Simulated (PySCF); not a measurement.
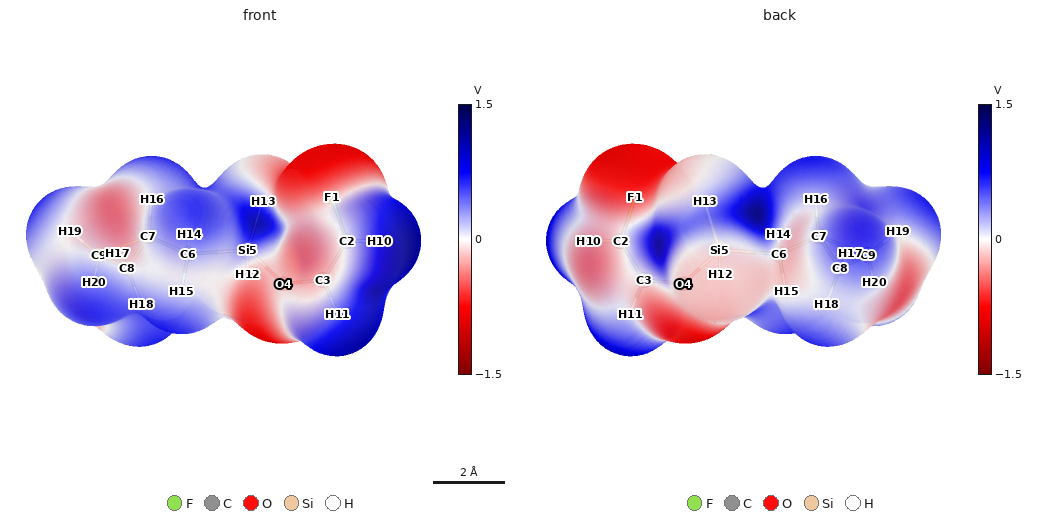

Figure. C$_{6}$H$_{11}$FOSi (SMILES F/C=C\O[SiH2]CC1CC1). The electrostatic potential painted on the density surface at 0.002 e/bohr³, seen from the front and from behind; red is negative and blue positive.

Geometry: GFN2-xTB.

Theory: PBE0/pcSseg-1, SCF density, gas phase, non-relativistic in PySCF 2.14.0.

```yaml
atoms:
  - { symbol: F, position_ang: [3.5852, 1.2947, 0.5894] }
  - { symbol: C, position_ang: [4.0366, 0.1106, 0.1232] }
  - { symbol: C, position_ang: [3.2626, -0.7538, -0.5171] }
  - { symbol: O, position_ang: [1.9720, -0.6428, -0.8119] }
  - { symbol: Si, position_ang: [0.7730, 0.4732, -0.7320] }
  - { symbol: C, position_ang: [-0.5406, -0.2795, 0.4185] }
  - { symbol: C, position_ang: [-1.8631, 0.4350, 0.3018] }
  - { symbol: C, position_ang: [-2.7919, 0.0930, -0.8212] }
  - { symbol: C, position_ang: [-3.1439, -0.2898, 0.5860] }
  - { symbol: H, position_ang: [5.0806, -0.0480, 0.3317] }
  - { symbol: H, position_ang: [3.7037, -1.6859, -0.8512] }
  - { symbol: H, position_ang: [0.3274, 0.5109, -2.1250] }
  - { symbol: H, position_ang: [1.1822, 1.7952, -0.2713] }
  - { symbol: H, position_ang: [-0.2071, -0.2439, 1.4597] }
  - { symbol: H, position_ang: [-0.6843, -1.3344, 0.1746] }
  - { symbol: H, position_ang: [-1.8187, 1.4777, 0.5926] }
  - { symbol: H, position_ang: [-3.3526, 0.8839, -1.2956] }
  - { symbol: H, position_ang: [-2.4936, -0.6922, -1.4991] }
  - { symbol: H, position_ang: [-3.9453, 0.2405, 1.0783] }
  - { symbol: H, position_ang: [-3.0872, -1.3337, 0.8559] }
```

Which sites attract a positive test charge, and which a negative one?

A positive charge is drawn to the negative regions and a negative charge to the positive ones. The most negative region (about −0.9 V) lies over F1 and O4, the most positive (about +1.2 V) over Si5 and H10.
